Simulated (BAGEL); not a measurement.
# A workflow on singlet [GeH3]+

We compute a single-point energy (singlet [GeH3]+, HF/cc-pVDZ), then a single-point energy (doublet GeH3, NEVPT2(3,3)/cc-pVDZ), then the energy (doublet GeH3, CASPT2(3,3)/cc-pVDZ) of GeH3. 

Program for the calculation: BAGEL 1.2.2.

### Step 1. The system as given

[GeH3]+ has 4 atoms, charge +1, and is taken as a singlet. As SMILES of the parent species, `[GeH3]`. One bond was lengthened or shortened from a relaxed shape. That shape belongs to the parent species and isn't relaxed for this state.

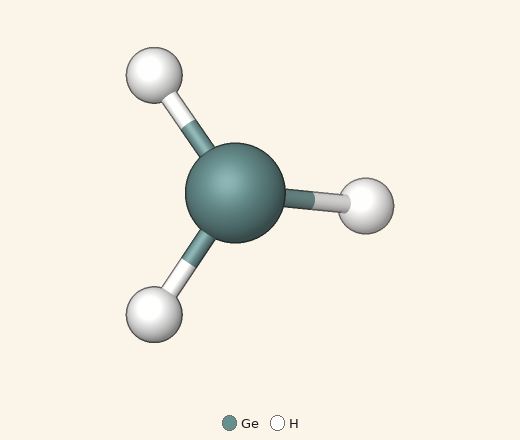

The structure, seen from a chosen angle (germanium teal, hydrogen white).

### Step 2. The energy at HF/cc-pVDZ (density fitting with svp-jkfit) (run 1)

job.json

```json
{ "bagel": [

{
  "title": "molecule",
  "basis": "cc-pvdz.json",
  "df_basis": "svp-jkfit",
  "angstrom": true,
  "geometry": [
    { "atom": "Ge", "xyz": [       0.379206,       0.031596,      -0.286794 ] },
    { "atom": "H", "xyz": [       1.219606,       0.267096,       0.980906 ] },
    { "atom": "H", "xyz": [      -0.882800,      -1.175900,      -0.000100 ] },
    { "atom": "H", "xyz": [      -0.222194,       1.349696,      -0.806194 ] }
  ]
},

{
  "title": "hf",
  "charge": 1
},

{
  "title": "print",
  "file": "orbitals.molden",
  "orbitals": true
}

]}
```

The basis set cc-pVDZ is read from a file made from the Basis Set Exchange's data (not shown).

On the command line:

```console
$ BAGEL_NUM_THREADS=1 BAGEL job.json > job.out
```

Output:

```text
* using 1 threads per process

  ===============================================================
  ===============================================================

  *** Geometry ***

  { "atom" : "Ge", "xyz" : [      0.716595,      0.059708,     -0.541962 ] },
  { "atom" : "H", "xyz" : [      2.304721,      0.504738,      1.853644 ] },
  { "atom" : "H", "xyz" : [     -1.668250,     -2.222129,     -0.000189 ] },
  { "atom" : "H", "xyz" : [     -0.419886,      2.550556,     -1.523486 ] },

  Number of auxiliary basis functions:      320

  Since a DF basis is specified, we compute 2- and 3-index integrals:
    o Being stored without compression. Storage requirement is 0.005 GB

  Number of basis functions:       42
  Number of electrons      :       35

    * METHOD: MOLECULE                             0.08

  *** RHF ***

  === Nuclear Repulsion ===
    32.1675428710

      * DIIS with orbital gradients will be used.

  === RHF iteration (cc-pvdz.json) ===
      0      -2076.66346763          0.01309684           0.01
      1      -2076.71186974          0.00277713           0.01
      2      -2076.71389732          0.00064963           0.01
      3      -2076.71402660          0.00009129           0.01
      4      -2076.71402913          0.00002592           0.01
      5      -2076.71402940          0.00000882           0.01
      6      -2076.71402944          0.00000128           0.01
      7      -2076.71402944          0.00000020           0.01
      8      -2076.71402944          0.00000002           0.01
      9      -2076.71402944          0.00000000           0.01
    * SCF iteration converged.

    * Permanent dipole moment:
           (   -0.209278,     0.118544,     0.240654) a.u.

    * METHOD: HF                                   0.21

    * METHOD: PRINT                                0.01

  ===============================================================
```

Wall time 0.43 s (1 thread of Arm Neoverse V1, shared host); peak memory 0.14 GiB.

### Step 3. Doublet neutral GeH3: a single-point energy at NEVPT2(3,3)/cc-pVDZ (density fitting with svp-jkfit) (run 2)

input.json

```json
{ "bagel": [

{
  "title": "molecule",
  "basis": "cc-pvdz.json",
  "df_basis": "svp-jkfit",
  "angstrom": true,
  "geometry": [
    { "atom": "Ge", "xyz": [       0.379206,       0.031596,      -0.286794 ] },
    { "atom": "H", "xyz": [       1.219606,       0.267096,       0.980906 ] },
    { "atom": "H", "xyz": [      -0.882800,      -1.175900,      -0.000100 ] },
    { "atom": "H", "xyz": [      -0.222194,       1.349696,      -0.806194 ] }
  ]
},

{
  "title": "hf",
  "charge": 1
},

{
  "title": "casscf",
  "nstate": 1,
  "nact": 3,
  "nclosed": 16,
  "nspin": 1,
  "active": [17, 18, 19],
  "maxiter": 200,
  "natocc": true
},

{
  "title": "nevpt2",
  "nstate": 1,
  "nact": 3,
  "nclosed": 16,
  "nspin": 1,
  "active": [17, 18, 19],
  "maxiter": 200,
  "natocc": true,
  "ncore": 9
},

{
  "title": "print",
  "file": "orbitals.molden",
  "orbitals": true
}

]}
```

The basis set cc-pVDZ is read from a file made from the Basis Set Exchange's data (not shown).

On the command line:

```console
$ BAGEL_NUM_THREADS=1 BAGEL input.json > input.out
```

Output:

```text
* using 1 threads per process

  ===============================================================
  ===============================================================

  *** Geometry ***

  { "atom" : "Ge", "xyz" : [      0.716595,      0.059708,     -0.541962 ] },
  { "atom" : "H", "xyz" : [      2.304721,      0.504738,      1.853644 ] },
  { "atom" : "H", "xyz" : [     -1.668250,     -2.222129,     -0.000189 ] },
  { "atom" : "H", "xyz" : [     -0.419886,      2.550556,     -1.523486 ] },

  Number of auxiliary basis functions:      320

  Since a DF basis is specified, we compute 2- and 3-index integrals:
    o Being stored without compression. Storage requirement is 0.005 GB

  Number of basis functions:       42
  Number of electrons      :       35

[... 15 lines left out ...]
    * SCF iteration converged.
[... 1 line left out ...]
    * Permanent dipole moment:
[... 28 lines left out ...]
    * Second-order optimization converged. *
[... 5 lines left out ...]
      0  0     -2077.01926055     4.48e-02      0.00
      1  0     -2077.03821084     2.21e-03      0.00
      2  0     -2077.03828143     4.62e-04      0.00
[... 4 lines of this table left out ...]
      7  0 *   -2077.03828551     9.84e-16      0.00

     * ci vector, state   0, <S^2> = 0.7500
       2a.    -0.9899934953
       .a2    -0.1279782776

    * METHOD: CASSCF                               0.74

    * freezing 9 orbitals

  === DF-NEVPT2 calculation ===

    * 3-index integral transformation done
    * assembly done

      NEVPT2 correlation energy:   -0.0955701509      0.02

          (+0)     -0.0515704923
          (+0)'    -0.0075428430
          (+1)     -0.0054914899
          (+1)'    -0.0001193465
          (+2)     -0.0003011368
          (-1)     -0.0184557069
          (-1)'    -0.0019827397
          (-2)     -0.0101063957

      NEVPT2 total energy:       -2077.1338556657

    * METHOD: NEVPT2                               0.05

    * METHOD: PRINT                                0.01

  ===============================================================
```

It took 1.2 s on 1 thread of Arm Neoverse V1, shared host; peak memory 0.14 GiB.

### Step 4. Doublet neutral GeH3: the energy at CASPT2(3,3)/cc-pVDZ (density fitting with svp-jkfit) (run 3)

calc.json

```json
{ "bagel": [

{
  "title": "molecule",
  "basis": "cc-pvdz.json",
  "df_basis": "svp-jkfit",
  "angstrom": true,
  "geometry": [
    { "atom": "Ge", "xyz": [    0.379206,    0.031596,   -0.286794 ] },
    { "atom": "H", "xyz": [    1.219606,    0.267096,    0.980906 ] },
    { "atom": "H", "xyz": [   -0.882800,   -1.175900,   -0.000100 ] },
    { "atom": "H", "xyz": [   -0.222194,    1.349696,   -0.806194 ] }
  ]
},
{ "title": "hf", "charge": 1 },
{ "title": "casscf", "nstate": 1, "nact": 3, "nclosed": 16, "nspin": 1, "active": [17, 18, 19], "maxiter": 200, "natocc": true },
{ "title": "print", "file": "orbitals.molden", "orbitals": true },
{ "title": "smith", "method": "caspt2", "ms": true, "xms": true, "sssr": true, "shift": 0.2, "shift_imag": true, "ncore": 9 }

]}
```

The basis set cc-pVDZ is read from a file made from the Basis Set Exchange's data (not shown).

On the command line:

```console
$ BAGEL_NUM_THREADS=1 BAGEL calc.json > calc.out
```

Output:

```text
* using 1 threads per process

  ===============================================================
  ===============================================================

  *** Geometry ***

  { "atom" : "Ge", "xyz" : [      0.716595,      0.059708,     -0.541962 ] },
  { "atom" : "H", "xyz" : [      2.304721,      0.504738,      1.853644 ] },
  { "atom" : "H", "xyz" : [     -1.668250,     -2.222129,     -0.000189 ] },
  { "atom" : "H", "xyz" : [     -0.419886,      2.550556,     -1.523486 ] },

  Number of auxiliary basis functions:      320

  Since a DF basis is specified, we compute 2- and 3-index integrals:
    o Being stored without compression. Storage requirement is 0.005 GB

  Number of basis functions:       42
  Number of electrons      :       35

[... 15 lines left out ...]
    * SCF iteration converged.
[... 1 line left out ...]
    * Permanent dipole moment:
[... 28 lines left out ...]
    * Second-order optimization converged. *
[... 11 lines left out ...]
     * ci vector, state   0, <S^2> = 0.7500
[... 16 lines left out ...]
    * Zeroth order energy : state  0       -1.0395992840
[... 4 lines left out ...]
       #      aibj      arbs      arbi      airj      risj      airs      arst      rist         Etot      error   time
[... 2 lines left out ...]
       0  -0.05168  -0.01250  -0.01967  -0.00602  -0.00041  -0.00706  -0.00191  -0.00011   -0.0993692  0.0018093   0.01
       1  -0.05175  -0.01257  -0.01972  -0.00610  -0.00044  -0.00721  -0.00196  -0.00011   -0.0998634  0.0003456   0.01
       2  -0.05175  -0.01257  -0.01972  -0.00610  -0.00044  -0.00721  -0.00196  -0.00012   -0.0998823  0.0000763   0.01
       3  -0.05175  -0.01257  -0.01973  -0.00610  -0.00044  -0.00721  -0.00196  -0.00011   -0.0998831  0.0000152   0.01
       4  -0.05175  -0.01257  -0.01973  -0.00610  -0.00044  -0.00721  -0.00196  -0.00011   -0.0998831  0.0000028   0.01
       5  -0.05175  -0.01257  -0.01973  -0.00610  -0.00044  -0.00721  -0.00196  -0.00011   -0.0998831  0.0000005   0.01

      ------------------------------------------------------------------------------------------------------------------

    * CASPT2 energy : state  0    -2077.1391015519
        w/o shift correction      -2077.1381686274
        reference weight              0.9574024661

    * METHOD: SMITH                                0.11

  ===============================================================
```

Run time: 1.3 s. Hardware: 1 thread of Arm Neoverse V1, shared host; peak memory 0.14 GiB.

### Step 5. Summary of results

| quantity | value |
| --- | --- |
| run 1, HF/cc-pVDZ: total energy | -2076.71403 Eh |
| run 1, HF/cc-pVDZ: HOMO energy | -19.09 eV |
| run 1, HF/cc-pVDZ: LUMO energy | -7.68 eV |
| run 1, HF/cc-pVDZ: HOMO–LUMO gap | 11.41 eV |
| doublet neutral GeH3, run 2: total energy | -2077.13386 Eh |
| doublet neutral GeH3, run 3: total energy | -2077.13910 Eh |
